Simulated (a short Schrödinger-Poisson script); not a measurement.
Structure: gated In0.52Al0.48As/In0.53Ga0.47As modulation-doped gas in a quantum well, at 20 K.

```tsv
layer	material	thickness (nm)	Nd (cm⁻³)	Na (cm⁻³)
1	In0.52Al0.48As	8	-	-
2	In0.52Al0.48As	30	2.6e18	-
3	In0.52Al0.48As	2	-	-
4	In0.53Ga0.47As	8	-	-
5	In0.52Al0.48As	4000	-	2e15
```

Constants are typed, rounded textbook-type inputs, not results; the design itself was drawn at random and stands for no fabricated device. In0.52Al0.48As: permittivity 12.5, conduction-band edge (eV) 0.52, gap (eV) 1.45, electron mass (mₑ) 0.075, Nv at 300 K (cm⁻³) 1.1e19. In0.53Ga0.47As: permittivity 13.9, conduction-band edge (eV) 0, gap (eV) 0.74, Nv at 300 K (cm⁻³) 7.7e18.

Channel valleys (confinement mass, in-plane density-of-states mass, number): Γ 0.041, 0.041, 1. At the gate the conduction-band edge of layer 1 lies 0.65 eV − eVg above the Fermi level of the channel; the field vanishes at the back. Donor level 0.006 eV below the band edge. The barrier under the gate holds no holes. Gaps are held at their typed values at every temperature. Mesh 0.08 nm at interfaces.

Solved with a short Schrödinger-Poisson script written for these runs: 1D Poisson equation in equilibrium, electrons quantum, Hartree plus LDA exchange-correlation (BenDaniel-Duke, 40 states a valley, the channel's in-plane mass for all, wave functions free to enter the barrier), parabolic valleys, classical holes, donors ionised by Fermi statistics, acceptors fully, no traps, pinning or gate leakage.

Only gate voltages with over 1e8 electrons/cm² are shown.

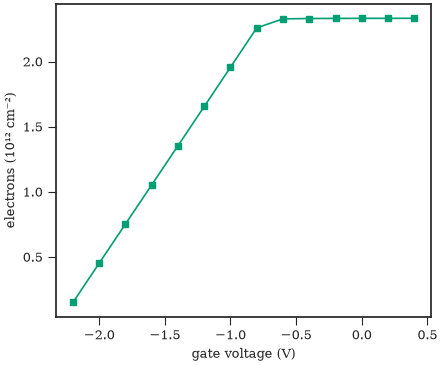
Sheet density against gate voltage

```tsv
Vg (V)	electrons (cm⁻²)	in the channel layer	C (μF/cm²)	Γ E0 (meV)	Γ E1 (meV)
0.4	2.33e12	2.22e12	0.797	-136.2	9.3
0.2	2.33e12	2.22e12	0.640	-136.2	12.7
0	2.33e12	2.22e12	0.550	-136.1	16.5
-0.2	2.33e12	2.22e12	0.489	-136.1	20.9
-0.4	2.33e12	2.22e12	0.445	-136.1	26.2
-0.6	2.33e12	2.22e12	0.409	-135.9	33.1
-0.8	2.26e12	2.15e12	0.243	-131.9	55.9
-1	1.96e12	1.87e12	0.243	-114.2	88.8
-1.2	1.66e12	1.58e12	0.242	-96.6	107.2
-1.4	1.35e12	1.30e12	0.242	-79.1	125.5
-1.6	1.05e12	1.01e12	0.242	-61.5	143.8
-1.8	7.53e11	7.24e11	0.241	-44.0	162.1
-2	4.53e11	4.36e11	0.242	-26.4	180.5
-2.2	1.51e11	1.46e11	0.244	-8.8	198.9
```

Subbands count from the Fermi level.
